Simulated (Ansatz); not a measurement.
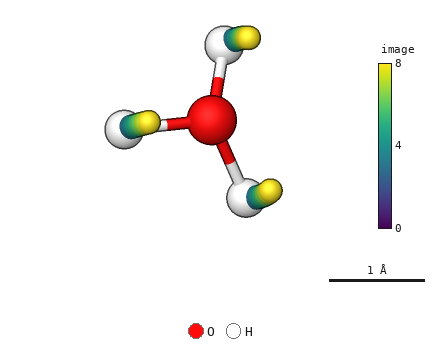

NEB run on H3O (charge +1). Images are numbered from 0 (start) to 8 (end). The start is drawn whole; smaller spheres mark the moving atoms (H) in the later images, joined by lines and coloured by the number of the image. A ball-and-stick model, seen at a tilt.

All numbers below come from Ansatz, RKS PBE0-D4/def2-TZVP. Settings: 7 movable images; climbing image; force threshold 0.03 eV/Å; iteration limit 60; starting path through a guess of the saddle point.

**What moves, how far, and at what cost in energy?**

The motion is an umbrella inversion at the O atom. No bond forms or breaks between the ends. Among the angles between lasting bonds that change up to the highest image: H–O–H 113.1° → 120.0°. The barrier is about 1.32 kcal/mol in both directions, with image 4 at the top; the ends have the same energy. The band converged in 5 iterations, with a climbing image at the top.

The run took 18 s on 1 thread of Arm Neoverse V1, on a shared host, peak memory 0.08 GiB.
